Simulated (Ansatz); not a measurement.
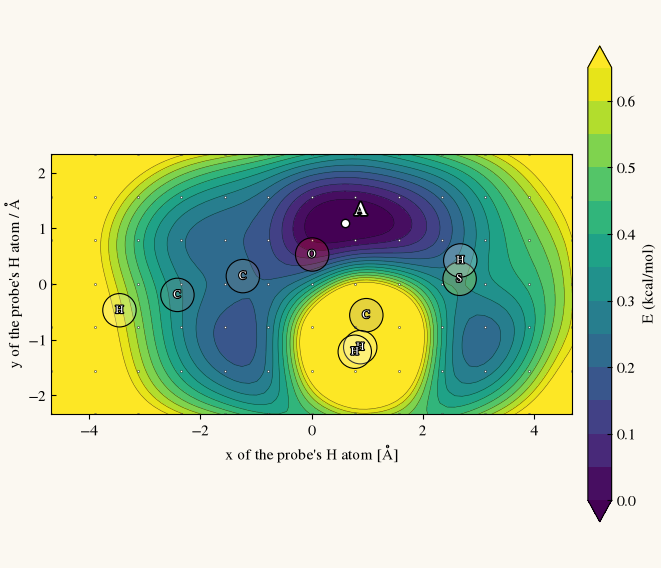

C₃H₄OS (SMILES C#COCS) with the probe H2. The probe is moved over a plane parallel to the molecule's main plane, 2.66 Å above it. First axis: x of the probe's H atom. Second axis: y of the probe's H atom. Nothing is relaxed (molecule and probe rigid, the probe upright with H nearest the plane). The grid has 13 × 7 points. Points are written as (first, second). Energies are in kcal/mol, from the lowest grid point. Computed with RKS PBE-D4/def2-SVPD (Ansatz).

Drawn: filled contours, dots at the grid points, labelled circles for the molecule's atoms, projected on the plane, one colour for all values above the top of the scale, the point A. Between grid points the surface is interpolated.

### Find the lowest pass out of the well at A.

The easiest path leads from the well at about (0.59 Å, 1.09 Å) to the well at about (−1.38 Å, −0.96 Å), about 0.24 kcal/mol higher. Its highest point lies about 0.27 kcal/mol above the bottom of the first well on the interpolated surface, at about (−1.01 Å, −0.04 Å). Seen from the upper well the barrier is about 0.035 kcal/mol. This is the barrier on the constrained surface; relaxing the other coordinates would change it.

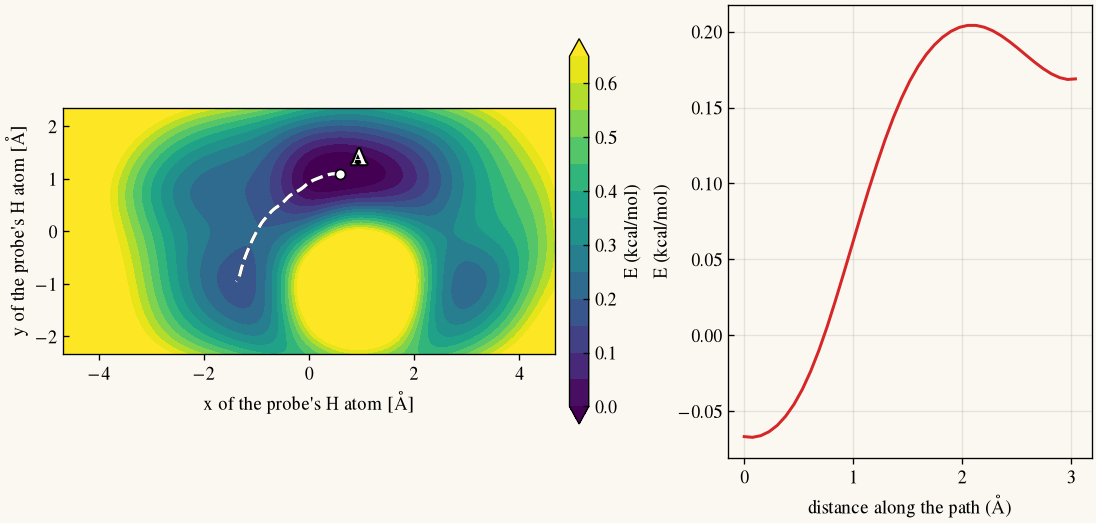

The picture shows filled contours, a line along the lowest path, one colour for all values above the top of the scale, the energy along the path at the right. Between grid points the surface is interpolated.
